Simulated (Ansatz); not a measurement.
## A small benchmark: atomisation enthalpy at 298 K

6 molecules with halogens; the atomisation enthalpy at 298 K in kJ/mol, computed less measured. Shapes, held fixed at every level: PBE0-D4/def2-TZVP. Thermal terms are harmonic and unscaled (PBE0-D4/def2-TZVP); the spin-orbit lowering of the free atoms is taken from their spectra. Programs: Ansatz 0.2.0. Measured values: Active Thermochemical Tables, NIST-JANAF tables.

Levels: A = wB97X/aug-cc-pVDZ; B = B2PLYP/def2-TZVPP; C = RPA@PBE0/aug-cc-pVDZ; D = MP2/def2-TZVPP.

```json
{"molecule": "BBrF2 (SMILES FB(F)Br)", "from tabulated heats": "1661", "A": "-59", "B": "-14", "C": "-200", "D": "+54"}
{"molecule": "BF3 (boron trifluoride)", "from tabulated heats": "1944", "A": "-76", "B": "-13", "C": "-239", "D": "+61"}
{"molecule": "SOF2 (SMILES O=S(F)F)", "from tabulated heats": "1229", "A": "-110", "B": "+11", "C": "-265", "D": "+73"}
{"molecule": "CF4 (tetrafluoromethane)", "from tabulated heats": "1968", "A": "-37", "B": "-30", "C": "-245", "D": "+63"}
{"molecule": "CH2Cl2 (dichloromethane)", "from tabulated heats": "1490", "A": "-33", "B": "-30", "C": "-177", "D": "-11"}
{"molecule": "CH2ClF (chlorofluoromethane)", "from tabulated heats": "1617", "A": "-28", "B": "-22", "C": "-177", "D": "-2"}
```

Q: Sum up the errors.

A: 
| level | kind | mean error | mean absolute error | worst case |
| --- | --- | --- | --- | --- |
| wB97X/aug-cc-pVDZ | range-separated hybrid | -57.2 | 57.2 | SOF2 |
| B2PLYP/def2-TZVPP | double hybrid | -16.3 | 20.0 | CF4 |
| RPA@PBE0/aug-cc-pVDZ | RPA | -217.2 | 217.2 | SOF2 |
| MP2/def2-TZVPP | perturbation theory | +39.7 | 44.0 | SOF2 |

On this set B2PLYP/def2-TZVPP has the smallest mean absolute error and RPA@PBE0/aug-cc-pVDZ the largest. wB97X/aug-cc-pVDZ is too low in 6 of 6; B2PLYP/def2-TZVPP is too low in 5 of 6; RPA@PBE0/aug-cc-pVDZ is too low in 6 of 6; MP2/def2-TZVPP is too high in 4 of 6. Heats of the atoms come from ATcT where it has them, that of boron, 570 kJ/mol, from recent work. The levels differ in basis as well as in method. The tabulated values of BBrF2, SOF2 are in doubt (older tables, estimates, or at odds with other calculations) and kept here. Over the 4 molecules whose values aren't doubted the mean absolute errors are A 43.5; B 23.8; C 209.5; D 34.2. Correlated wave functions converge slowly with the basis. Relativity is left out for Br. Outer-core shells of Br are correlated, in sets that cover them unevenly. The set is small.

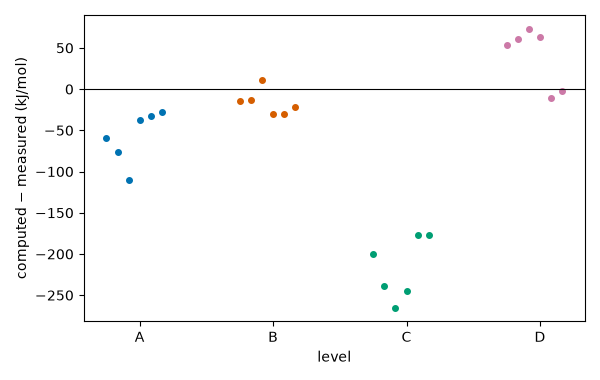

Errors of each level, one point a molecule.
